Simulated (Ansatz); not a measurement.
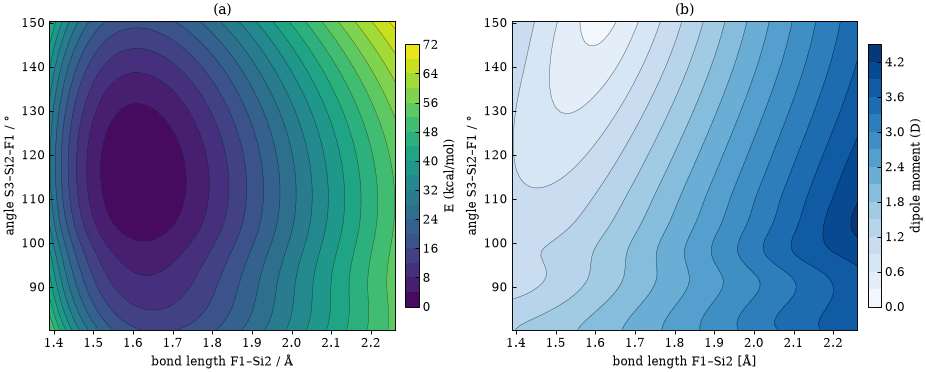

FH₂SSi, SMILES F[SiH2][S], spin multiplicity 2. First axis: bond length F1–Si2. Second axis: angle S3–Si2–F1. Nothing is relaxed (all other coordinates rigid). The grid has 13 × 13 points. Points are written as (first, second). Energies are in kcal/mol, from the relaxed molecule at the same level. All numbers below come from UKS PBE-D4/def2-TZVP (Ansatz).

Panel (a) is the energy and panel (b) the computed dipole moment on the same grid.

Drawn: filled contours. Between grid points the surface is interpolated.

**How does the dipole moment vary over the map, and what is it at the lowest grid point?**

Leaving out the highest fifth of the energies, it runs from 0.17 D at (1.607 Å, 150.3°) to 3.65 D at (2.115 Å, 97.8°). At the lowest grid point, (1.607 Å, 115.3°), it is 1.11 D.
